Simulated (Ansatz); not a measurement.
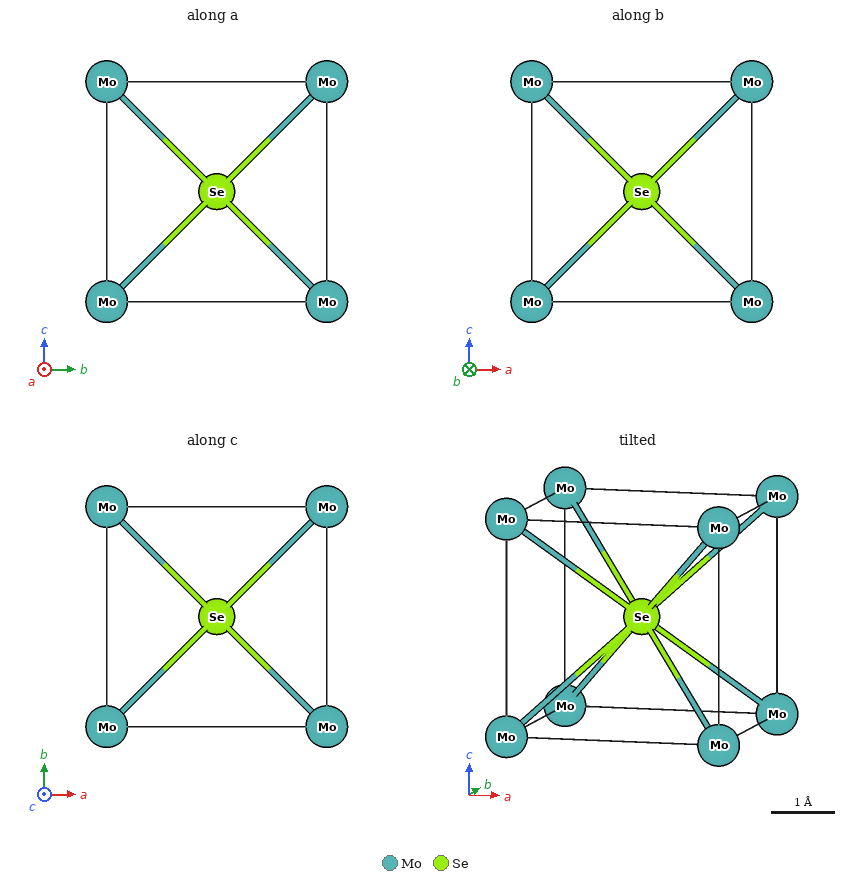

Figure: ball-and-stick view along the a axis, along the b axis, along the c axis and slightly off an axis. The wireframe shows the conventional unit cell.

Lattice parameters: a = 3.5333 Å, b = 3.5333 Å, c = 3.5333 Å, α = 90.000°, β = 90.000°, γ = 90.000°.

Record the structure as a CIF in P1 with every atom of the cell.

Answer.
```cif
data_structure
_symmetry_space_group_name_H-M 'P 1'
_symmetry_Int_Tables_number 1
_cell_length_a 3.5333
_cell_length_b 3.5333
_cell_length_c 3.5333
_cell_angle_alpha 90.000
_cell_angle_beta 90.000
_cell_angle_gamma 90.000
_cell_volume 44.11
loop_
_atom_site_label
_atom_site_type_symbol
_atom_site_fract_x
_atom_site_fract_y
_atom_site_fract_z
_atom_site_occupancy
Mo1 Mo 0.0000 0.0000 0.0000 1
Se1 Se 0.5000 0.5000 0.5000 1
```

It goes back to a structure type filled with these elements by a generator (whether the compound takes this form wasn't checked). Earlier steps of the study, as a rule a relaxation of our own, may have changed the cell and positions, so they can lie some per cent off the listed ones. An electronic-structure calculation with Ansatz was run on it.
